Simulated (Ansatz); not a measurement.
**SiH (quartet): RPA-PBE over a scan of the distance Si1–H2, cc-pVTZ**

Aim: run SiH (quartet) with these functionals over a scan of the distance Si1–H2, and hold them against the top wave-function level at the same points.

Program: Ansatz 0.2.0, Gaussian basis. Level of theory: cc-pVTZ, all electrons in the functionals, frozen cores in the correlation of double hybrids and RPA. These are calculated values, not measurements.

The runs, in order: RPA-PBE, at 1.197 Å; 1.336 Å; 1.500 Å; 1.623 Å; 1.802 Å; 2.110 Å; 2.410 Å; 2.775 Å; 3.276 Å; 3.952 Å; 5.117 Å.

18 further runs of the same task are left out: 1 for a mislabelled method, 11 that didn't finish, 6 set aside as unsound or not needed.

## Step 1: What is computed

The geometry derives from a PBE0/def2-TZVP stationary point (not a proven minimum). One bond is set to the value named and the two fragments are kept rigid.

2 atoms, charge 0, spin multiplicity 4.

Atoms are counted from 1 here; the program's logs count them from 0.

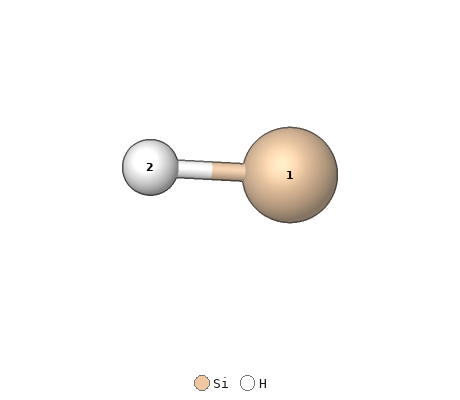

The structure; silicon light orange, hydrogen white; atoms are numbered from 1 in the order of the file.

No dispersion term is added.

The geometry shown and the zero of energy belong to the point 1.500 Å. The yardstick, FCI, and other wave-function levels (R restricted, U unrestricted, valence and pair active spaces) come from earlier runs.

## Step 2: RPA-PBE, 1.197 Å

File in.yaml:

```yaml
crystal:
  periodic: [false, false, false]
  atoms:
    - {symbol: Si, position_ang: [0.000000, 0.000000, 0.000000]}
    - {symbol: H, position_ang: [0.000000, 0.000000, 1.197000]}
basis:
  gaussian: {orbitals: cc-pVTZ}
magnetization: {spin_polarized: true, initial_magnetization: 3}
hamiltonian: {xc: {name: PBE}}
correlation: {method: rpa, electrons: outside_noble_gas}
```

On the command line:

```sh
$ ansatz run in.yaml --threads 1 --pin off --events-out ev --progress --plain --max-ram 2393MiB
```

Further steps of the session: RPA-PBE, 1.336 Å; RPA-PBE, 1.500 Å; RPA-PBE, 1.623 Å; RPA-PBE, 1.802 Å; RPA-PBE, 2.110 Å; RPA-PBE, 2.410 Å; RPA-PBE, 2.775 Å; RPA-PBE, 3.276 Å; RPA-PBE, 3.952 Å; RPA-PBE, 5.117 Å.

Before running them: what should the planned runs give, taken together? Wanted: span of the FCI curve; largest miss, RPA-PBE.

As calculated:

| quantity | value |
| --- | --- |
| span of the FCI curve | 1.443 eV |
| largest miss, RPA-PBE | -0.239 eV (5.117 Å) |

What this shows: RPA-PBE strays by up to 0.239 eV, at 5.117 Å. Functionals and the yardstick converge differently with the basis, so part of each miss in cc-pVTZ is the basis.
